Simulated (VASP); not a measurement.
# V: V into a neighbouring V vacancy, part 2 of 5

How hard is this move in V: V into a neighbouring V vacancy? Both ends are relaxed first, then a band of images between them.

VASP 6.6.1; PBEsol, no spin polarisation; plane waves and PAW (V).

So far. Step 2 (Relax the host): The run ended after 3 ionic steps, 0.047 eV below its first step, once forces and stress met EDIFFG = -0.02. Step 3 (Relax the host again, on a new basis): The start already met the threshold, so nothing moved.

### 4. Relax the start

System of this step: V. The cell holds 53 atoms: 53 V. Cell: a = 8.830 Å, b = 8.830 Å, c = 8.830 Å, α = 90.0°, β = 90.0°, γ = 90.0°. It derives from V. Nearest the centre at fractional (0.083, 0.083, 0.083): V5 at 1.26 Å, V11 at 2.39 Å, V1 at 2.44 Å, V4 at 2.45 Å, V3 at 2.45 Å, V28 at 2.46 Å, V33 at 2.47 Å, V37 at 3.18 Å.

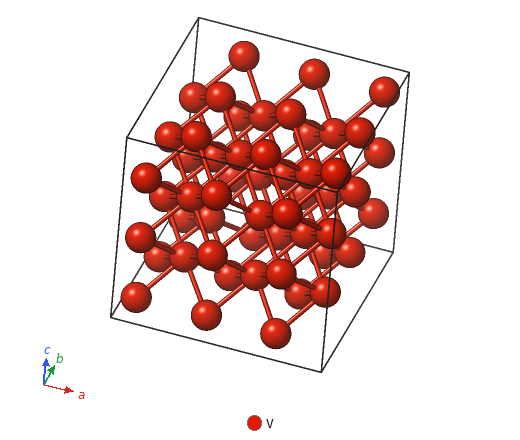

The cell of this step (vanadium red).

A path needs two true minima; the start is relaxed with symmetry off.

INCAR

```
SYSTEM = V
PREC = Normal
ENCUT = 280
EDIFF = 1E-05
NELM = 120
ISMEAR = 1
SIGMA = 0.15
LREAL = Auto
ALGO = Fast
GGA = PS
NBANDS = 174
LASPH = .TRUE.
LORBIT = 11
LWAVE = .FALSE.
LCHARG = .FALSE.
KPAR = 6
IBRION = 2
NSW = 60
ISIF = 2
EDIFFG = -0.05
POTIM = 0.4
MAXMIX = 40
ISYM = 0
```

POSCAR

```
V
1.0
    8.8297515336      0.0000000000      0.0000000000
    0.0000000000      8.8297515336      0.0000000000
    0.0000000000      0.0000000000      8.8297515336
V
53
Direct
    0.3341161055      0.0018610221      0.0007484629
    0.6637149251      0.0020506939      0.0010110694
   -0.0012162363      0.3346496061      0.0008257818
    0.0006662305      0.0000643783      0.3345716762
    0.1649985471      0.1662976644      0.1655746330
    0.3346897615      0.3334233066     -0.0006624348
    0.3315622564     -0.0005825583      0.3333517759
    0.4993757403      0.1695978110      0.1689469671
    0.6605256955      0.3290545872     -0.0003958709
    0.6657103761      0.0004839162      0.3338255826
    0.8381303851      0.1641478625      0.1658113652
    0.0046270195      0.6681314939      0.0015018846
   -0.0011642601      0.3296003287      0.3337126526
    0.1669135912      0.4972199624      0.1651191109
    0.3331701494      0.6645267387     -0.0002225883
    0.0002162757      0.0000806053      0.6655198810
    0.1680115473      0.1686852217      0.5007267437
    0.3314799851      0.3349905765      0.3321975369
    0.5019913598      0.4975723271      0.1687379984
    0.6666212216      0.6638381638     -0.0007110041
    0.3334558787      0.0006178913      0.6644419424
    0.4974917232      0.1671187395      0.4989427797
    0.6672001033      0.3350536977      0.3295987155
    0.8339095400      0.5027739104      0.1659927477
    0.6648301154      0.0017038845      0.6672407406
    0.8353625706      0.1658847292      0.4966435788
   -0.0002491820      0.6656568350      0.3350894956
    0.1671052585      0.8296393466      0.1639595394
    0.0020018435      0.3348730482      0.6652164710
    0.1666642911      0.5010092550      0.5010609683
    0.3353180827      0.6672476244      0.3331185405
    0.4994136912      0.8357246640      0.1615683256
    0.1663526028      0.1667414142      0.8301048190
    0.3340871792      0.3318581366      0.6686201640
    0.4997155252      0.5015156785      0.5027607654
    0.6675340288      0.6646830975      0.3299032965
    0.8373048700      0.8330812488      0.1651070193
    0.5003267523      0.1662331068      0.8352634947
    0.6667435164      0.3333644771      0.6650480940
    0.8343969376      0.4976582201      0.5015082858
    0.8367851575      0.1632131470      0.8277471529
    0.0013972732      0.6724378321      0.6643995025
    0.1638337540      0.8346673888      0.4980957073
    0.1655204839      0.4992114898      0.8345383549
    0.3324152953      0.6672960906      0.6662668066
    0.4980867613      0.8326089046      0.4978472788
    0.5000147569      0.4974543650      0.8308578517
    0.6699667863      0.6665462008      0.6665445749
    0.8344919988      0.8323800630      0.4994823515
    0.8342963247      0.5006396915      0.8307074458
    0.1685542455      0.8319959572      0.8309412412
    0.4979603615      0.8324487210      0.8370192813
    0.8306706629      0.8336959163      0.8284910128
```

KPOINTS

```
Automatic mesh
0
Monkhorst-Pack
2 2 2
0 0 0
```

Potentials, in the order of the species: V (PBE family, release 64).

The run is started by

```console
> mpirun -np 6 vasp_std
```

The program printed:

```text
[banner, memory and clock lines left out]
running    6 mpi-ranks, on    1 nodes
 distrk:  each k-point on    1 cores,    6 groups
 distr:  one band on    1 cores,    1 groups

 POSCAR found type information on POSCAR V
 POSCAR found :  1 types and      53 ions
 [... a notice as in an earlier step ...]

 [... a notice as in an earlier step ...]

 LDA part: xc-table for (Slater+PW92), standard interpolation
 POSCAR, INCAR and KPOINTS ok, starting setup
 FFT: planning ... GRIDC
 FFT: planning ... GRID_SOFT
 FFT: planning ... GRID
 WAVECAR not read
 entering main loop
       N       E                     dE             d eps       ncg     rms          rms(c)
DAV:   1     0.155302860132E+04    0.15530E+04   -0.53474E+04  1392   0.105E+03
DAV:   2    -0.264756411011E+03   -0.18178E+04   -0.17454E+04  1392   0.336E+02
DAV:   3    -0.553237568294E+03   -0.28848E+03   -0.26656E+03  2224   0.150E+02
DAV:   4    -0.581823359140E+03   -0.28586E+02   -0.26365E+02  2208   0.610E+01
DAV:   5    -0.583084641945E+03   -0.12613E+01   -0.12305E+01  2176   0.115E+01    0.964E+01
RMM:   6    -0.528673124682E+03    0.54412E+02   -0.26996E+02  1392   0.818E+01    0.296E+01
RMM:   7    -0.551673245280E+03   -0.23000E+02   -0.16792E+02  1392   0.605E+01    0.445E+01
RMM:   8    -0.506530390775E+03    0.45143E+02   -0.77519E+01  1392   0.459E+01    0.125E+01
RMM:   9    -0.507629149498E+03   -0.10988E+01   -0.33004E+01  1732   0.168E+01    0.115E+01
RMM:  10    -0.506754388577E+03    0.87476E+00   -0.64958E+00  1401   0.108E+01    0.729E+00
RMM:  11    -0.506331641536E+03    0.42275E+00   -0.32406E+00  1403   0.813E+00    0.391E+00
RMM:  12    -0.506492315085E+03   -0.16067E+00   -0.24014E+00  1653   0.499E+00    0.386E+00
RMM:  13    -0.506313920221E+03    0.17839E+00   -0.63961E-01  1400   0.361E+00    0.140E+00
RMM:  14    -0.506356664454E+03   -0.42744E-01   -0.66220E-01  1814   0.209E+00    0.140E+00
RMM:  15    -0.506346723022E+03    0.99414E-02   -0.15335E-01  1487   0.156E+00    0.889E-01
RMM:  16    -0.506353394605E+03   -0.66716E-02   -0.12638E-01  1786   0.100E+00    0.782E-01
RMM:  17    -0.506348683350E+03    0.47113E-02   -0.31306E-02  1535   0.648E-01    0.456E-01
RMM:  18    -0.506348208336E+03    0.47501E-03   -0.25066E-02  1738   0.436E-01    0.270E-01
RMM:  19    -0.506348473677E+03   -0.26534E-03   -0.88130E-03  1625   0.302E-01    0.237E-01
RMM:  20    -0.506348096493E+03    0.37718E-03   -0.31244E-03  1497   0.220E-01    0.139E-01
RMM:  21    -0.506348277248E+03   -0.18076E-03   -0.24235E-03  1690   0.148E-01    0.140E-01
RMM:  22    -0.506348067101E+03    0.21015E-03   -0.55936E-04  1447   0.984E-02    0.657E-02
RMM:  23    -0.506348077231E+03   -0.10129E-04   -0.56304E-04  1932   0.506E-02    0.454E-02
RMM:  24    -0.506348061097E+03    0.16134E-04   -0.13409E-04  1569   0.353E-02    0.241E-02
RMM:  25    -0.506348061457E+03   -0.35987E-06   -0.61531E-05  1229   0.210E-02
   1 F= -.50634806E+03 E0= -.50637720E+03  d E =-.506348E+03
 curvature:   0.00 expect dE= 0.000E+00 dE for cont linesearch  0.000E+00
 trial: gam= 0.00000 g(F)=  0.156E+00 g(S)=  0.000E+00 ort = 0.000E+00 (trialstep = 0.100E+01)
 search vector abs. value=  0.156E+00
 bond charge predicted
       N       E                     dE             d eps       ncg     rms          rms(c)
DAV:   1    -0.506487551416E+03   -0.13949E+00   -0.69116E+00  1504   0.521E+00    0.105E+00
RMM:   2    -0.506523522923E+03   -0.35972E-01   -0.39009E-01  1392   0.295E+00    0.196E+00
RMM:   3    -0.506480316299E+03    0.43207E-01   -0.12531E-01  1392   0.183E+00    0.561E-01
RMM:   4    -0.506483644016E+03   -0.33277E-02   -0.69831E-02  1643   0.820E-01    0.555E-01
RMM:   5    -0.506481693636E+03    0.19504E-02   -0.28365E-02  1586   0.595E-01    0.389E-01
RMM:   6    -0.506480372512E+03    0.13211E-02   -0.11664E-02  1483   0.423E-01    0.184E-01
RMM:   7    -0.506481195079E+03   -0.82257E-03   -0.11764E-02  1937   0.236E-01    0.202E-01
RMM:   8    -0.506480673476E+03    0.52160E-03   -0.17366E-03  1480   0.164E-01    0.794E-02
RMM:   9    -0.506480777659E+03   -0.10418E-03   -0.18533E-03  1946   0.830E-02    0.666E-02
RMM:  10    -0.506480755593E+03    0.22066E-04   -0.36588E-04  1640   0.603E-02    0.463E-02
RMM:  11    -0.506480749090E+03    0.65032E-05   -0.18655E-04  1551   0.485E-02    0.356E-02
RMM:  12    -0.506480738029E+03    0.11061E-04   -0.78285E-05  1410   0.360E-02    0.172E-02
RMM:  13    -0.506480742659E+03   -0.46295E-05   -0.62599E-05  1244   0.201E-02
   2 F= -.50648074E+03 E0= -.50651023E+03  d E =-.132681E+00
[... from here on, the cycles between the ionic steps are left out ...]
   3 F= -.50660453E+03 E0= -.50662945E+03  d E =-.256471E+00
   4 F= -.50660599E+03 E0= -.50663007E+03  d E =-.257927E+00
   5 F= -.50665518E+03 E0= -.50667676E+03  d E =-.491922E-01
   6 F= -.50676564E+03 E0= -.50678617E+03  d E =-.159653E+00
   7 F= -.50659649E+03 E0= -.50661646E+03  d E =0.950024E-02
   8 F= -.50678440E+03 E0= -.50680589E+03  d E =-.178415E+00
   9 F= -.50682501E+03 E0= -.50684752E+03  d E =-.406032E-01
  10 F= -.50687434E+03 E0= -.50689499E+03  d E =-.899399E-01
  11 F= -.50690145E+03 E0= -.50692087E+03  d E =-.271039E-01
  12 F= -.50692749E+03 E0= -.50694306E+03  d E =-.531464E-01
 curvature:  -1.60 expect dE=-0.610E-02 dE for cont linesearch -0.894E-05
 trial: gam= 0.10291 g(F)=  0.382E-02 g(S)=  0.000E+00 ort = 0.428E-03 (trialstep = 0.142E+01)
 search vector abs. value=  0.426E-02
 bond charge predicted
       N       E                     dE             d eps       ncg     rms          rms(c)
DAV:   1    -0.506932297446E+03   -0.48030E-02   -0.37258E-01  1472   0.121E+00    0.263E-01
RMM:   2    -0.506932849807E+03   -0.55236E-03   -0.17594E-02  1392   0.622E-01    0.362E-01
RMM:   3    -0.506931740074E+03    0.11097E-02   -0.59400E-03  1395   0.364E-01    0.154E-01
RMM:   4    -0.506931852928E+03   -0.11285E-03   -0.37252E-03  1588   0.197E-01    0.130E-01
RMM:   5    -0.506931779543E+03    0.73384E-04   -0.15577E-03  1585   0.136E-01    0.933E-02
RMM:   6    -0.506931731279E+03    0.48264E-04   -0.69239E-04  1540   0.952E-02    0.624E-02
RMM:   7    -0.506931719388E+03    0.11891E-04   -0.42964E-04  1606   0.684E-02    0.437E-02
RMM:   8    -0.506931720761E+03   -0.13725E-05   -0.20484E-04  1463   0.558E-02    0.411E-02
RMM:   9    -0.506931708711E+03    0.12050E-04   -0.98496E-05  1443   0.378E-02    0.196E-02
RMM:  10    -0.506931712118E+03   -0.34079E-05   -0.64099E-05  1227   0.196E-02
  13 F= -.50693171E+03 E0= -.50694611E+03  d E =-.422275E-02
 trial-energy change:   -0.004223  1 .order   -0.004200   -0.005493   -0.002907
 step:   3.0162(harm=  3.0162)  dis= 0.00812  next Energy=  -506.933322 (dE=-0.583E-02)
 reached required accuracy - stopping structural energy minimisation
```

Run time: 5.6 min. Hardware: 6 MPI ranks of Intel Xeon 6975P-C (Granite Rapids), shared host; peak memory 2 GiB.

OUTCAR, selected parts (step 4):

```text
 Found      4 irreducible k-points:

   k-points           NKPTS =      4   k-points in BZ     NKDIM =      4   number of bands    NBANDS=    174

   dimension x,y,z NGX =    36 NGY =   36 NGZ =   36
   dimension x,y,z NGXF=    72 NGYF=   72 NGZF=   72

   ENCUT  =  280.0 eV  20.58 Ry    4.54 a.u.  12.05 12.05 12.05*2*pi/ulx,y,z

   NELECT =     265.0000    total number of electrons

 E-fermi :   6.3264

 k-point     1 :       0.2500    0.2500    0.2500
  band No.  band energies     occupation
    ...
    131       6.2903      1.39487
    132       6.2910      1.38743
    133       6.3250      1.01600
    134       6.3612      0.61916
    135       6.3621      0.60933
    136       6.4122      0.18608
    137       6.4523      0.00125
    138       6.4539     -0.00338
    139       6.5053     -0.07058
    140       6.5079     -0.07084
    ...

 k-point     2 :      -0.2500    0.2500    0.2500
  band No.  band energies     occupation
    ...
    131       6.2905      1.39279
    132       6.2919      1.37877
    133       6.3252      1.01425
    134       6.3613      0.61818
    135       6.3620      0.61042
    136       6.4123      0.18529
    137       6.4518      0.00263
    138       6.4536     -0.00263
    139       6.5069     -0.07076
    140       6.5089     -0.07090
    ...

  Total       -4.2764456     -4.3383784     -4.3499233     -0.0834499      0.0254056      0.1090188
  in kB       -9.9528644    -10.0970047    -10.1238741     -0.1942186      0.0591283      0.2537269
  external PRESSURE =     -10.0579144 kB  Pullay stress =       0.0000000 kB

  energy-cutoff  :      280.00
  volume of cell :      688.41
      direct lattice vectors                 reciprocal lattice vectors
     8.829751534  0.000000000  0.000000000     0.113253470  0.000000000  0.000000000
     0.000000000  8.829751534  0.000000000     0.000000000  0.113253470  0.000000000
     0.000000000  0.000000000  8.829751534     0.000000000  0.000000000  0.113253470

 POSITION                                       TOTAL-FORCE (eV/Angst)
 -----------------------------------------------------------------------------------
      3.04294      8.82536      8.82201         0.006096      0.018647      0.022073
      5.78061      8.82431      8.81716         0.012668      0.022209      0.032356
      0.00371      3.04680      8.82332        -0.024074     -0.004256      0.011247
      8.82940      8.82632      3.03879         0.003658      0.010001      0.000797
      1.37618      1.37795      1.37742         0.002217     -0.010761     -0.022672
      2.91888      2.91783      8.82480         0.008119      0.008988      0.008241
      2.92305      8.82947      2.91656        -0.003551     -0.006413     -0.009010
      4.41541      1.48945      1.48556        -0.000896      0.002526     -0.001820
      5.91040      2.92250      8.82256        -0.015221     -0.021702      0.008829
      5.91105      8.82816      2.91311        -0.006638      0.001862     -0.000381
      7.45306      1.37611      1.36918         0.005308     -0.002984     -0.008621
      0.00155      5.78673      8.82272        -0.002113     -0.002762      0.011706
      0.00313      2.92028      2.91361        -0.010441     -0.004420      0.011539
      1.49621      4.41641      1.48780        -0.011866     -0.015097     -0.012212
      2.91868      5.91058      8.82418         0.026749     -0.007345      0.011076
      8.82948      0.00077      5.78152        -0.001877      0.003874     -0.017043
      1.49269      1.49225      4.40820        -0.003195     -0.009083      0.013370
      2.93431      2.92654      2.92677        -0.002141      0.017429     -0.002237
      4.41714      4.41195      1.45656        -0.001873      0.002254      0.012124
      5.91427      5.90823      8.82501        -0.016819      0.000708     -0.003794
      2.91835      0.00213      5.90503         0.011241     -0.014117     -0.005067
      4.41595      1.45867      4.40997         0.000732      0.020680      0.002139
      5.89979      2.92610      2.92532        -0.003704      0.014945     -0.001773
      7.33756      4.41138      1.48768         0.023360      0.015354     -0.017918
      5.91436      8.82974      5.90266        -0.033771     -0.004573     -0.001750
      7.33699      1.49292      4.40913         0.015407     -0.016004     -0.000862
      0.00595      5.90952      2.91102        -0.015820     -0.003030      0.013328
      1.38495      7.44834      1.38038        -0.024808      0.001257     -0.034798
      8.82893      2.91805      5.90407         0.005519      0.011109      0.002921
      1.46430      4.41312      4.40998         0.012308      0.000970      0.003080
      2.93380      5.89350      2.92994         0.013615      0.014188     -0.021098
      4.41764      7.33457      1.48969        -0.009268     -0.006471     -0.022435
      1.37737      1.38032      7.44906        -0.012650     -0.020658     -0.000015
      2.93316      2.93154      5.89169         0.002030     -0.009560      0.008324
      4.41700      4.41211      4.40661         0.001071      0.002925      0.023194
      5.90066      5.89504      2.92653        -0.002979      0.009839     -0.017079
      7.44893      7.45462      1.36999         0.029422     -0.005398     -0.011784
      4.41220      1.49337      7.33192         0.010486     -0.009383     -0.009367
[...]
-----------------------------------------------------------------------------------
    total drift:                               -0.006358      0.005156      0.012918

  FREE ENERGIE OF THE ION-ELECTRON SYSTEM (eV)
  ---------------------------------------------------
  free  energy   TOTEN  =      -506.9317121184 eV

  energy  without entropy=     -506.9749032650  energy(sigma->0) =     -506.94610917

 total charge
# of ion       s       p       d       tot
------------------------------------------
    1        0.630   0.734   3.625   4.990
    2        0.631   0.735   3.629   4.996
    3        0.631   0.735   3.628   4.994
    4        0.631   0.734   3.629   4.994
    5        0.591   0.658   3.529   4.777
    6        0.602   0.711   3.586   4.899
    7        0.602   0.712   3.587   4.901
    8        0.609   0.695   3.660   4.964
    9        0.602   0.711   3.588   4.901
   10        0.602   0.712   3.586   4.900
   11        0.590   0.658   3.526   4.774
   12        0.630   0.734   3.625   4.989
   13        0.602   0.711   3.585   4.898
   14        0.609   0.696   3.662   4.967
   15        0.601   0.711   3.586   4.898
   16        0.630   0.734   3.626   4.990
   17        0.609   0.696   3.661   4.967
   18        0.601   0.708   3.601   4.910
   19        0.604   0.723   3.578   4.906
   20        0.602   0.712   3.585   4.899
   21        0.602   0.711   3.586   4.898
   22        0.605   0.723   3.582   4.910
   23        0.601   0.707   3.601   4.909
   24        0.609   0.695   3.661   4.965
   25        0.602   0.711   3.585   4.898
   26        0.609   0.695   3.662   4.966
   27        0.602   0.711   3.585   4.898
   28        0.591   0.657   3.531   4.779
   29        0.601   0.711   3.584   4.896
   30        0.605   0.723   3.581   4.910
   31        0.602   0.708   3.604   4.913
   32        0.609   0.697   3.659   4.964
   33        0.590   0.657   3.529   4.776
   34        0.601   0.708   3.601   4.910
   35        0.598   0.708   3.575   4.881
   36        0.601   0.707   3.601   4.909
   37        0.590   0.657   3.528   4.775
[...]
--------------------------------------------------
tot         32.074  37.258 190.815 260.148

[... 1 part as in an earlier step ...]

[... 5 further parts left out ...]
```

Step by step:

```tsv
step	energy less that of the first step (eV)	largest force (eV/Å)
1	0.0000	0.6493
2	-0.1327	0.4223
3	-0.2565	0.2296
4	-0.2579	0.2377
5	-0.3071	0.2732
6	-0.4176	0.3589
7	-0.2484	0.7511
8	-0.4363	0.3574
9	-0.4769	0.3063
10	-0.5263	0.2594
11	-0.5534	0.1692
12	-0.5794	0.0720
13	-0.5837	0.0428
```

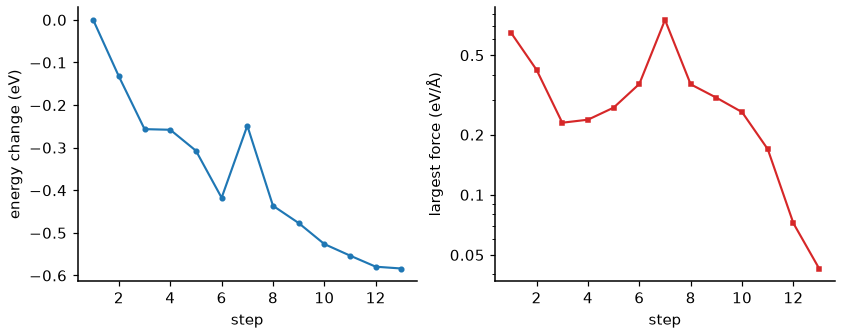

Energy and largest force along the relaxation.

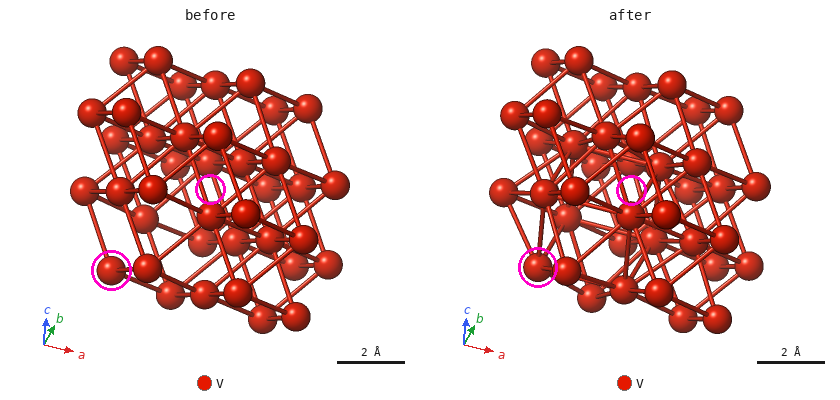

Before and after: the atoms that start within 5 Å of the centre. V53, which moves most, is ringed if it is among them. A ring with no atom in it marks the empty centre.

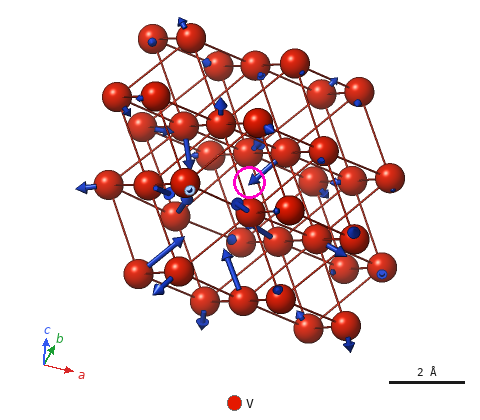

Displacements in the relaxation near the centre, exaggerated; the longest in the cell stands for 0.19 Å. A ring marks the centre wherever it is empty.

The atoms that moved most (Å):

```tsv
atom	dx	dy	dz	length
V53	0.115	0.087	0.124	0.190
V51	-0.107	0.100	0.103	0.179
V33	-0.091	-0.092	0.119	0.176
V28	-0.091	0.123	-0.067	0.167
V41	0.057	-0.060	0.140	0.163
V5	-0.081	-0.090	-0.085	0.148
V37	0.056	0.099	-0.088	0.143
V11	0.053	-0.073	-0.095	0.131
```

This step gave:

| Quantity | Value |
| --- | --- |
| electronic cycles | 160 |
| electrons | 265 |
| free energy (TOTEN) | -506.9317 eV |
| energy at zero smearing | -506.9461 eV |
| Fermi energy | 6.326 eV |

The run ended after 13 ionic steps, 0.584 eV below its first step, once the forces on the free atoms met EDIFFG = -0.05.

(Continued in part 3 of 5.)

[Lines on the potential files, build, host, timing and source positions are cut from VASP's logs without a mark.]

[Logs are printed without paths, hosts, clocks, repeated set-up lines and the standing remarks that a program may print on its own settings, such as how far it seeks lower states.]

[Hosts, paths, dates, database ids (printed as entryN), source tags and the programs' standing remarks are cut or masked in the printed files.]

[Runs that stopped without an error message from VASP are left out.]
